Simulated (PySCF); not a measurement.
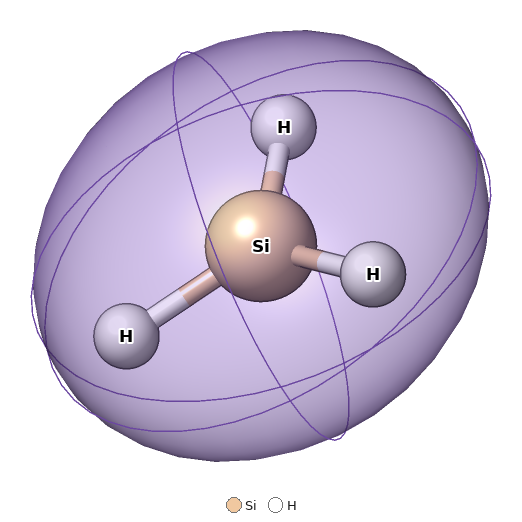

The ellipsoid shows the static dipole polarisability: its half-axes are proportional to the principal values. The species has charge +1 and is a spin singlet. The computed structure is the end point of a GFN2-xTB optimisation. No frequency run is at hand to confirm it as a minimum. Method: CAM-B3LYP/def2-SVPD (PySCF 2.14.0).

Question. Give the principal values, the mean and the anisotropy.

Answer. Principal values 16.5, 22.1, 22.1 bohr³; mean 20.2 bohr³ (3.00 Å³); anisotropy 5.6 bohr³, so the longest axis is 1.34 times the shortest.

The geometry is semi-empirical. Around Si such bond lengths and angles can be off by a tenth of an ångström or more and by several degrees, and values that hang on the shape move with them.
